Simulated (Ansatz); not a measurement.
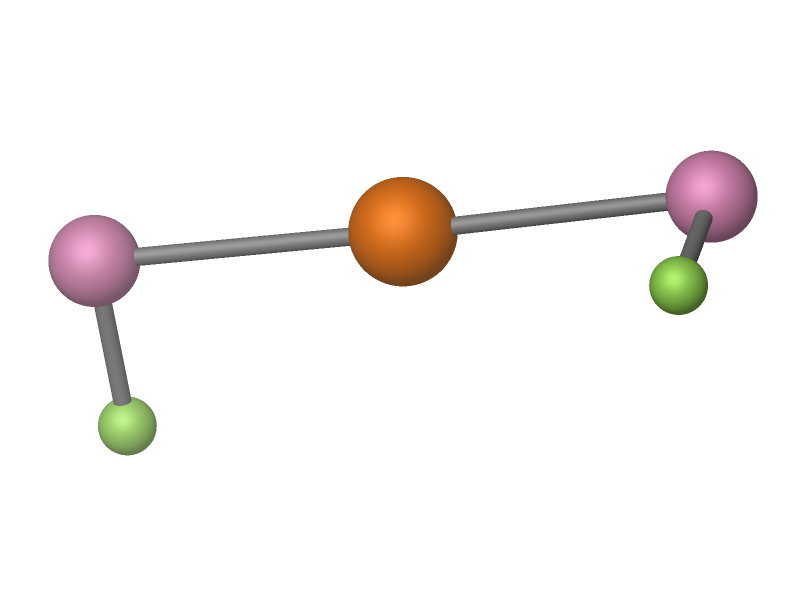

A ball-and-stick model of a molecule. Colours: sulfur pink, cadmium orange, hydrogen green.

Describe the molecule.

Formula CdH2S2. SMILES: `[SH][Cd][SH]`. Coordination: 2 S bent; 1 Cd linear.

More results for the same structure follow; atom numbers are the same in all pictures, views and colours differ. Computed geometry: PBE0-D4/def2-TZVP optimisation.

Thermal motion

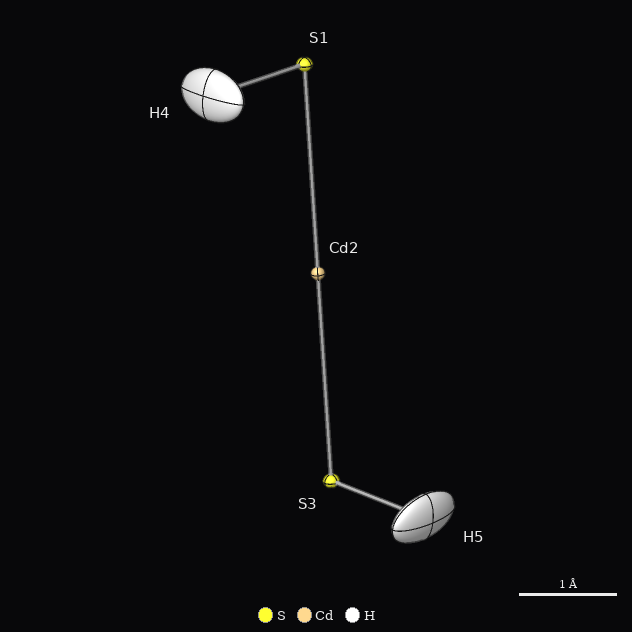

Displacement ellipsoids at the 50 % level, from the internal vibrations of the free molecule (harmonic, no overall translation or rotation; no half-axis is drawn under 0.075 Å). Vibrations computed with RKS PBE0-D4/def2-TZVP, core potentials on Cd (Ansatz 0.2.0). Temperature: 100 K.

Which atom moves most?

Answer. H4, H5, with U_eq = 0.0417 Å².

Does H4 move more along its bond or across it?

Answer. Across it: the root-mean-square amplitude is 0.097 Å along the bond and up to 0.291 Å across, since bending and torsion are softer than stretching.

List U_eq and the three principal root-mean-square amplitudes for each kind of atom.

```json
{"atom": "S1, S3", "U_eq (Å²)": "0.0027", "rms amplitudes (Å)": "0.036, 0.058, 0.060"}
{"atom": "Cd2", "U_eq (Å²)": "0.00084", "rms amplitudes (Å)": "0.012, 0.034, 0.034"}
{"atom": "H4, H5", "U_eq (Å²)": "0.0417", "rms amplitudes (Å)": "0.093, 0.179, 0.291"}
```

Dipole moment

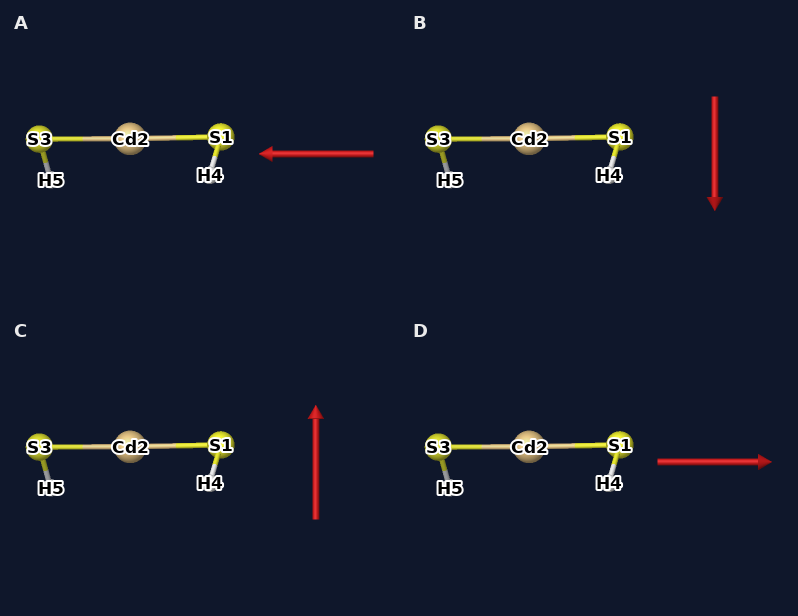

The same molecule four times, each with an arrow. Properties computed with RKS r2SCAN-D4/def2-TZVPP, core potentials on Cd (Ansatz 0.2.0).

Which arrow points along the dipole moment, from the negative to the positive end?

Answer. B. The dipole moment is 1.01 D; it points from the side of S1, Cd2, S3 to the side of H4, H5 (the outermost atoms at the two ends).

Charges

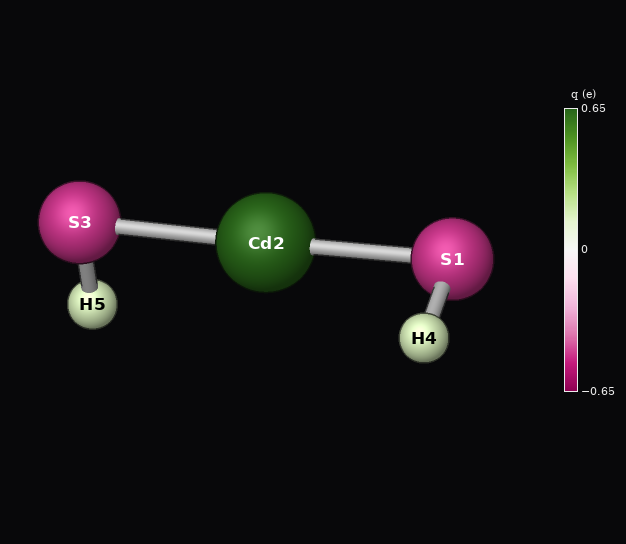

Atoms are coloured by their Mulliken charges. Level of theory: RKS PBE0-D4/def2-TZVP, core potentials on Cd (Ansatz 0.2.0).

Give the Mulliken charges atom by atom.

```csv
atom,value (e)
S1,−0.48
Cd2,0.64
S3,−0.48
H4,0.16
H5,0.16
```

Mulliken values depend strongly on the basis set and can even reverse the polarity of a bond.
